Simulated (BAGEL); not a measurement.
**triplet Si2H4F2: levels of theory compared**

Wanted: a comparison of 5 runs (UHF/STO-3G, UHF/3-21G, ROHF/6-31G*, ROHF/cc-pVDZ, UHF/cc-pVDZ) of triplet Si2H4F2. 

Program for the calculation: BAGEL 1.2.2.

1 further run of the same task is left out (it didn't finish). Runs told in other sessions of the task aren't counted.

### 1 The system as given

The species is Si2H4F2 (8 atoms), meant as a triplet with charge 0. As SMILES of the parent species, `F[SiH](F)[SiH3]`. Geometry: relaxed at PBE0-D4/def2-TZVP. That shape belongs to the parent species and isn't relaxed for this state.

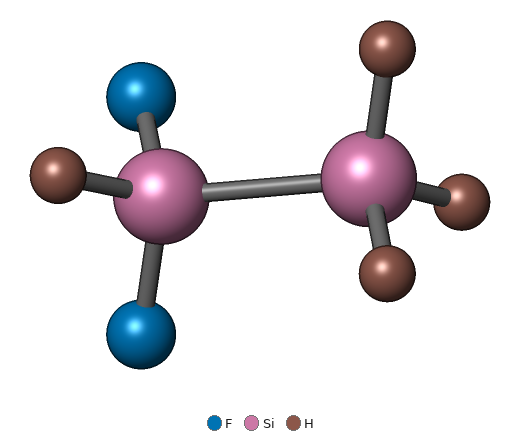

The structure, seen from a chosen angle (fluorine blue, silicon pink, hydrogen brown).

### 2 A single-point energy at UHF/STO-3G (density fitting with qzvpp-jkfit) (run 1)

The input, hf.json:

```json
{ "bagel": [

{
  "title": "molecule",
  "basis": "sto-3g",
  "df_basis": "qzvpp-jkfit",
  "angstrom": true,
  "geometry": [
    { "atom": "F", "xyz": [       0.971900,      -1.046400,       1.729500 ] },
    { "atom": "Si", "xyz": [       1.061800,      -0.320500,       0.314000 ] },
    { "atom": "F", "xyz": [       1.618700,      -1.392500,      -0.725000 ] },
    { "atom": "Si", "xyz": [      -1.075200,       0.372800,      -0.346900 ] },
    { "atom": "H", "xyz": [       2.081000,       0.748800,       0.431800 ] },
    { "atom": "H", "xyz": [      -1.595200,       1.352300,       0.642900 ] },
    { "atom": "H", "xyz": [      -0.983200,       1.025300,      -1.679300 ] },
    { "atom": "H", "xyz": [      -1.987700,      -0.796800,      -0.422700 ] }
  ]
},

{
  "title": "uhf",
  "nopen": 2
},

{
  "title": "print",
  "file": "orbitals.molden",
  "orbitals": true
}

]}
```

Command:

```console
$ BAGEL_NUM_THREADS=1 BAGEL hf.json > hf.out
```

Log:

```text
* using 1 threads per process

  ===============================================================
  ===============================================================

  *** Geometry ***

  { "atom" : "F", "xyz" : [      1.836625,     -1.977409,      3.268281 ] },
  { "atom" : "Si", "xyz" : [      2.006511,     -0.605657,      0.593374 ] },
  { "atom" : "F", "xyz" : [      3.058900,     -2.631444,     -1.370051 ] },
  { "atom" : "Si", "xyz" : [     -2.031834,      0.704490,     -0.655546 ] },
  { "atom" : "H", "xyz" : [      3.932520,      1.415027,      0.815984 ] },
  { "atom" : "H", "xyz" : [     -3.014491,      2.555477,      1.214905 ] },
  { "atom" : "H", "xyz" : [     -1.857979,      1.937536,     -3.173417 ] },
  { "atom" : "H", "xyz" : [     -3.756209,     -1.505734,     -0.798787 ] },

  Number of auxiliary basis functions:      482

  Since a DF basis is specified, we compute 2- and 3-index integrals:
    o Being stored without compression. Storage requirement is 0.004 GB

  Number of basis functions:       32
  Number of electrons      :       50

    * METHOD: MOLECULE                             0.14

  *** Open-shell HF ***

  === Nuclear Repulsion ===
   227.3162932621

      * DIIS with orbital gradients will be used.

  === UHF iteration (sto-3g) ===
      0       -769.15853749          0.02856129           0.04
      1       -769.28871379          0.01048687           0.04
      2       -769.30881591          0.00318495           0.04
      3       -769.31409437          0.00194097           0.04
      4       -769.31826645          0.00067909           0.04
      5       -769.31884729          0.00026999           0.04
      6       -769.31893700          0.00006829           0.04
      7       -769.31895089          0.00003977           0.04
      8       -769.31895536          0.00001755           0.04
      9       -769.31895605          0.00000862           0.04
     10       -769.31895622          0.00000407           0.04
     11       -769.31895626          0.00000195           0.04
     12       -769.31895626          0.00000090           0.04
     13       -769.31895626          0.00000028           0.04
     14       -769.31895626          0.00000010           0.04
     15       -769.31895626          0.00000005           0.04
     16       -769.31895626          0.00000002           0.04
     17       -769.31895626          0.00000001           0.04
    * SCF iteration converged.

    * S^2 (UHF) is 2.0102

    * Permanent dipole moment:
           (    0.127139,    -0.297809,     0.075427) a.u.

    * METHOD: UHF                                  0.75

    * METHOD: PRINT                                0.00

  ===============================================================
```

Wall time 1 s (1 thread of Arm Neoverse V2, shared host).

### 3 The energy at UHF/3-21G (density fitting with qzvpp-jkfit) (run 2)

The input, input.json:

```json
{ "bagel": [

{
  "title": "molecule",
  "basis": "3-21g",
  "df_basis": "qzvpp-jkfit",
  "angstrom": "true",
  "geometry": [
    { "atom": "F", "xyz": [    0.971900,   -1.046400,    1.729500 ] },
    { "atom": "Si", "xyz": [    1.061800,   -0.320500,    0.314000 ] },
    { "atom": "F", "xyz": [    1.618700,   -1.392500,   -0.725000 ] },
    { "atom": "Si", "xyz": [   -1.075200,    0.372800,   -0.346900 ] },
    { "atom": "H", "xyz": [    2.081000,    0.748800,    0.431800 ] },
    { "atom": "H", "xyz": [   -1.595200,    1.352300,    0.642900 ] },
    { "atom": "H", "xyz": [   -0.983200,    1.025300,   -1.679300 ] },
    { "atom": "H", "xyz": [   -1.987700,   -0.796800,   -0.422700 ] }
  ]
},
{ "title": "uhf", "nopen": 2 },
{ "title": "print", "file": "orbitals.molden", "orbitals": "true" }

]}
```

Command:

```console
$ BAGEL_NUM_THREADS=1 BAGEL input.json > input.out
```

Log:

```text
* using 1 threads per process

  ===============================================================
  ===============================================================

  *** Geometry ***

  { "atom" : "F", "xyz" : [      1.836625,     -1.977409,      3.268281 ] },
  { "atom" : "Si", "xyz" : [      2.006511,     -0.605657,      0.593374 ] },
  { "atom" : "F", "xyz" : [      3.058900,     -2.631444,     -1.370051 ] },
  { "atom" : "Si", "xyz" : [     -2.031834,      0.704490,     -0.655546 ] },
  { "atom" : "H", "xyz" : [      3.932520,      1.415027,      0.815984 ] },
  { "atom" : "H", "xyz" : [     -3.014491,      2.555477,      1.214905 ] },
  { "atom" : "H", "xyz" : [     -1.857979,      1.937536,     -3.173417 ] },
  { "atom" : "H", "xyz" : [     -3.756209,     -1.505734,     -0.798787 ] },

  Number of auxiliary basis functions:      482

  Since a DF basis is specified, we compute 2- and 3-index integrals:
    o Being stored without compression. Storage requirement is 0.010 GB

  Number of basis functions:       52
  Number of electrons      :       50

    * METHOD: MOLECULE                             0.15

  *** Open-shell HF ***

  === Nuclear Repulsion ===
   227.3162932621

      * DIIS with orbital gradients will be used.

  === UHF iteration (3-21g) ===
      0       -774.54989243          0.05153461           0.07
      1       -774.67874746          0.03272157           0.07
      2       -774.71546195          0.01946968           0.07
      3       -774.73409278          0.00119055           0.06
      4       -774.73475735          0.00060742           0.07
      5       -774.73506242          0.00034310           0.07
      6       -774.73521559          0.00013565           0.07
      7       -774.73523901          0.00005379           0.07
      8       -774.73524255          0.00001581           0.07
      9       -774.73524278          0.00000756           0.07
     10       -774.73524284          0.00000436           0.07
     11       -774.73524285          0.00000154           0.07
     12       -774.73524286          0.00000052           0.07
     13       -774.73524286          0.00000021           0.07
     14       -774.73524286          0.00000014           0.06
     15       -774.73524286          0.00000012           0.07
     16       -774.73524286          0.00000012           0.07
     17       -774.73524286          0.00000011           0.07
     18       -774.73524286          0.00000011           0.07
     19       -774.73524286          0.00000011           0.07
     20       -774.73524286          0.00000011           0.07
     21       -774.73524286          0.00000011           0.07
     22       -774.73524286          0.00000010           0.07
     23       -774.73524286          0.00000009           0.07
     24       -774.73524286          0.00000007           0.07
     25       -774.73524286          0.00000006           0.07
     26       -774.73524286          0.00000006           0.07
     27       -774.73524286          0.00000004           0.07
     28       -774.73524286          0.00000004           0.07
     29       -774.73524286          0.00000003           0.07
     30       -774.73524286          0.00000003           0.07
     31       -774.73524286          0.00000002           0.06
     32       -774.73524286          0.00000002           0.07
     33       -774.73524286          0.00000001           0.07
     34       -774.73524286          0.00000001           0.07
     35       -774.73524286          0.00000001           0.07
     36       -774.73524286          0.00000001           0.07
     37       -774.73524286          0.00000001           0.06
    * SCF iteration converged.

    * S^2 (UHF) is 2.0114

    * Permanent dipole moment:
           (    0.310885,    -0.909170,     0.210030) a.u.

    * METHOD: UHF                                  2.61

    * METHOD: PRINT                                0.01

  ===============================================================
```

Run time: 2.9 s. Hardware: 1 thread of Arm Neoverse V2, shared host.

Runs 3 to 4 aren't shown in full; the table further down has their settings and results.

### 4 A single-point energy at UHF/cc-pVDZ (density fitting with qzvpp-jkfit) (run 5)

The input, calc.json:

```json
{ "bagel" : [

{
  "title" : "molecule",
  "basis" : "cc-pvdz.json",
  "df_basis" : "qzvpp-jkfit",
  "angstrom" : "true",
  "geometry" : [
    { "atom" : "F", "xyz" : [       0.971900,      -1.046400,       1.729500 ] },
    { "atom" : "Si", "xyz" : [       1.061800,      -0.320500,       0.314000 ] },
    { "atom" : "F", "xyz" : [       1.618700,      -1.392500,      -0.725000 ] },
    { "atom" : "Si", "xyz" : [      -1.075200,       0.372800,      -0.346900 ] },
    { "atom" : "H", "xyz" : [       2.081000,       0.748800,       0.431800 ] },
    { "atom" : "H", "xyz" : [      -1.595200,       1.352300,       0.642900 ] },
    { "atom" : "H", "xyz" : [      -0.983200,       1.025300,      -1.679300 ] },
    { "atom" : "H", "xyz" : [      -1.987700,      -0.796800,      -0.422700 ] }
  ]
},

{
  "title" : "uhf",
  "nopen" : 2
},

{
  "title" : "print",
  "file" : "orbitals.molden",
  "orbitals" : "true"
}

]}
```

The basis set cc-pVDZ is read from a file made from the Basis Set Exchange's data (not shown).

Command:

```console
$ BAGEL_NUM_THREADS=1 BAGEL calc.json > calc.out
```

Log:

```text
* using 1 threads per process

  ===============================================================
  ===============================================================

  *** Geometry ***

  { "atom" : "F", "xyz" : [      1.836625,     -1.977409,      3.268281 ] },
  { "atom" : "Si", "xyz" : [      2.006511,     -0.605657,      0.593374 ] },
  { "atom" : "F", "xyz" : [      3.058900,     -2.631444,     -1.370051 ] },
  { "atom" : "Si", "xyz" : [     -2.031834,      0.704490,     -0.655546 ] },
  { "atom" : "H", "xyz" : [      3.932520,      1.415027,      0.815984 ] },
  { "atom" : "H", "xyz" : [     -3.014491,      2.555477,      1.214905 ] },
  { "atom" : "H", "xyz" : [     -1.857979,      1.937536,     -3.173417 ] },
  { "atom" : "H", "xyz" : [     -3.756209,     -1.505734,     -0.798787 ] },

  Number of auxiliary basis functions:      482

  Since a DF basis is specified, we compute 2- and 3-index integrals:
    o Being stored without compression. Storage requirement is 0.027 GB

  Number of basis functions:       84
  Number of electrons      :       50

    * METHOD: MOLECULE                             0.20

  *** Open-shell HF ***

  === Nuclear Repulsion ===
   227.3162932621

      * DIIS with orbital gradients will be used.

  === UHF iteration (cc-pvdz.json) ===
      0       -778.64245865          0.02928082           0.12
      1       -778.80898294          0.02261869           0.12
      2       -778.88106313          0.01363482           0.12
      3       -778.92983242          0.00218936           0.12
      4       -778.93559631          0.00083948           0.11
      5       -778.93742317          0.00043922           0.11
      6       -778.93833351          0.00029968           0.11
      7       -778.93890800          0.00020740           0.11
      8       -778.93930634          0.00010398           0.11
      9       -778.93936809          0.00005615           0.11
     10       -778.93937946          0.00003271           0.11
     11       -778.93938276          0.00001307           0.11
     12       -778.93938332          0.00000509           0.12
     13       -778.93938341          0.00000267           0.12
     14       -778.93938344          0.00000157           0.12
     15       -778.93938345          0.00000102           0.12
     16       -778.93938346          0.00000056           0.12
     17       -778.93938346          0.00000034           0.12
     18       -778.93938346          0.00000017           0.12
     19       -778.93938346          0.00000009           0.12
     20       -778.93938346          0.00000005           0.12
     21       -778.93938346          0.00000003           0.12
     22       -778.93938346          0.00000002           0.12
     23       -778.93938346          0.00000002           0.12
     24       -778.93938346          0.00000002           0.12
     25       -778.93938346          0.00000002           0.12
     26       -778.93938346          0.00000002           0.12
     27       -778.93938346          0.00000002           0.12
     28       -778.93938346          0.00000002           0.12
     29       -778.93938346          0.00000002           0.11
     30       -778.93938346          0.00000002           0.11
     31       -778.93938346          0.00000002           0.11
     32       -778.93938346          0.00000002           0.11
     33       -778.93938346          0.00000002           0.12
     34       -778.93938346          0.00000001           0.11
     35       -778.93938346          0.00000001           0.12
     36       -778.93938346          0.00000001           0.12
    * SCF iteration converged.

    * S^2 (UHF) is 2.0119

    * Permanent dipole moment:
           (    0.371086,    -0.811313,     0.212149) a.u.

    * METHOD: UHF                                  4.44

    * METHOD: PRINT                                0.01

  ===============================================================
```

It took 4.8 s on 1 thread of Arm Neoverse V2, shared host.

### 5 All runs side by side

| run | level | energy (Eh) | dipole moment (D) | ⟨S²⟩ | wall time |
| --- | --- | --- | --- | --- | --- |
| 1 | UHF/STO-3G (density fitting with qzvpp-jkfit) | -769.318956 | 0.85 | 2.010 | 1 s |
| 2 | UHF/3-21G (density fitting with qzvpp-jkfit) | -774.735243 | 2.50 | 2.011 | 2.9 s |
| 3 | ROHF/6-31G* (density fitting with qzvpp-jkfit, spherical functions) | -778.895740 | 2.51 | 2.000 | 3.3 s |
| 4 | ROHF/cc-pVDZ (density fitting with qzvpp-jkfit) | -778.935986 | 2.39 | 2.000 | 4.8 s |
| 5 | UHF/cc-pVDZ (density fitting with qzvpp-jkfit) | -778.939383 | 2.33 | 2.012 | 4.8 s |

### 6 What came out

| quantity | value |
| --- | --- |
| run 5: total energy | -778.93938 Eh |
| run 5: dipole moment | 2.33 D |
| run 5: ⟨S²⟩ | 2.012 |

The dipole moment (its size) runs from 0.85 D (UHF/STO-3G) to 2.51 D (ROHF/6-31G*). The two ends differ in method and basis. In run 1 the basis is minimal, so the values are rough. All runs together took 17 s, the longest 4.8 s.
